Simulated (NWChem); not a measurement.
# PW6B95-D3(0)/x2c-SVPall (DKH2) run of [HF2]− (SMILES F[H-]F)

Aim: the vertical electron affinity of [HF2]− at PW6B95-D3(0)/x2c-SVPall (DKH2), from 2 runs. 

The results are computed with NWChem 7.3.0.

3 further runs of the same task are left out: 3 set aside as unsound or not needed.

## (1) The structure to begin with

[HF2]−: 3 atoms, total charge -1, spin state singlet. SMILES: `F[H-]F`. The coordinates come from a PBE0-D4/def2-TZVPD relaxation.

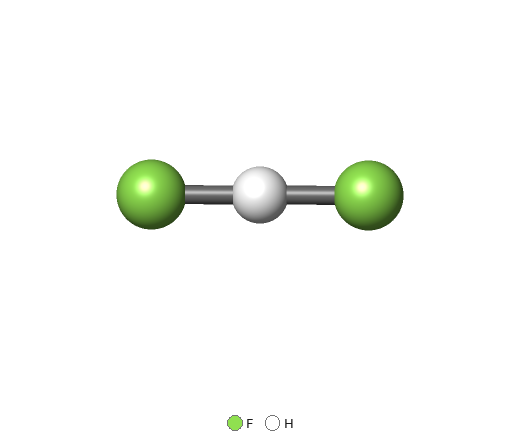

Viewed from a chosen angle; fluorine green, hydrogen white.

## (2) Energy and one-electron properties at PW6B95-D3(0)/x2c-SVPall (DKH2)

The input, f2h.nw:

```
start f2h
title "F2H"
memory stack 880 mb heap 220 mb global 1100 mb
charge -1

geometry units angstroms noautosym nocenter noautoz
 F     -0.973200     0.344400    -0.491000
 H      0.000000     0.000000     0.000000
 F      0.973200    -0.344400     0.491000
end

basis spherical
 * library x2c-SVPall
end

relativistic
 douglas-kroll dkh
end

dft
 xc pw6b95
 disp vdw 3
 grid medium
 convergence energy 1e-08
 direct
 noprint "final vectors analysis"
end

property
 esp
 mulliken
 quadrupole
end

task dft property
```

Command:

```console
$ nwchem f2h.nw > f2h.out
```

Standard output:

```text
[...]
          Wavefunction type:  closed shell.
          No. of atoms     :     3
          No. of electrons :    20
[...]
          Charge           :    -1
          Spin multiplicity:     1
[...]
          AO basis - number of functions:    33
[...]
              XC Information
              --------------
                       PW6B95 Method XC Functional
                     Hartree-Fock (Exact) Exchange  0.280
                    PW6B95 GGA Exchange Functional  0.720
                      PW6B95 Correlation Potential  1.000
[...]
 d= 0,ls=0.0,diis     1   -200.4604973360 -2.28D+02  2.08D-02  8.22D-01     0.7
[...]
 d= 0,ls=0.0,diis     6   -200.5242629771 -8.88D-09  2.44D-07  4.27D-10     2.2
         Total DFT energy =     -200.524262977119
      One electron energy =     -341.560160987293
           Coulomb energy =      135.903768088269
    Exchange-Corr. energy =      -21.947765424750
 Nuclear repulsion energy =       27.080127578391
    Dispersion correction =       -0.000232231737
[...]
```

Run time: 2.7 s. Hardware: 1 thread of Intel Xeon 6975P-C (Granite Rapids), shared host; peak memory 0.12 GiB.

Atomic charges (e):

| atom | Mulliken |
| --- | --- |
| F1 | -0.649 |
| H2 | +0.299 |
| F3 | -0.649 |

## (3) Doublet [HF2]2− at the same level

The input, run.xyz:

```xyz
3

F     -0.973200     0.344400    -0.491000
H      0.000000     0.000000     0.000000
F      0.973200    -0.344400     0.491000
```

The input, run.nw:

```
START run
memory 2200 mb
charge -2

GEOMETRY noautosym nocenter noautoz
 load run.xyz
END

BASIS spherical
 * library x2c-SVPall
END

RELATIVISTIC
 douglas-kroll dkh
END

DFT
 xc pw6b95
 mult 2
 disp vdw 3
 grid medium
 convergence energy 1e-08
 direct
 maxiter 150
END

PROPERTY
 esp
 mulliken
 quadrupole
END

TASK dft property
```

Command:

```console
$ nwchem run.nw > run.out
```

Standard output:

```text
[...]
          Wavefunction type:  spin polarized.
          No. of atoms     :     3
          No. of electrons :    21
[...]
          Charge           :    -2
          Spin multiplicity:     2
[...]
          AO basis - number of functions:    33
[...]
              XC Information
              --------------
                       PW6B95 Method XC Functional
                     Hartree-Fock (Exact) Exchange  0.280
                    PW6B95 GGA Exchange Functional  0.720
                      PW6B95 Correlation Potential  1.000
[...]
 d= 0,ls=0.0,diis     1   -199.5703665060 -2.27D+02  6.03D-02  1.43D+00     0.8
[...]
 d= 0,ls=0.0,diis     8   -199.9772018624 -1.98D-10  2.43D-07  3.80D-12     3.4
[...]
         Total DFT energy =     -199.977201862364
      One electron energy =     -347.113610080860
           Coulomb energy =      142.262598059556
    Exchange-Corr. energy =      -22.206085187713
 Nuclear repulsion energy =       27.080127578392
    Dispersion correction =       -0.000232231737
[...]
      <S2> =      0.7502 (Exact =     0.7500)
[...]
```

It took 4.2 s on 1 thread of Intel Xeon 6975P-C (Granite Rapids), shared host; peak memory 0.12 GiB.

Atomic charges (e):

| atom | Mulliken |
| --- | --- |
| F1 | -0.610 |
| H2 | -0.780 |
| F3 | -0.610 |

## (4) Results

Level: PW6B95-D3(0)/x2c-SVPall (DKH2).

| quantity | value |
| --- | --- |
| singlet [HF2]−: total energy | -200.52426 Eh |
| singlet [HF2]−: dispersion energy | -0.61 kJ/mol |
| doublet [HF2]2−: total energy | -199.97720 Eh |
| doublet [HF2]2−: HOMO energy (highest over α and β) | 17.23 eV |
| doublet [HF2]2−: LUMO energy (lowest over α and β) | 20.40 eV |
| doublet [HF2]2−: dispersion energy | -0.61 kJ/mol |
| doublet [HF2]2−: ⟨S²⟩ | 0.750 |
| vertical electron affinity (to the doublet dianion) | -14.886 eV |

What this shows: The dianion lies 14.89 eV (343 kcal/mol) above the anion: the electron isn't bound at this level, and such a value depends on the basis. Without diffuse functions anions come out too high. The HOMO (doublet [HF2]2−) lies at positive energy, 17.23 eV; only total energies tell whether the electron is bound.
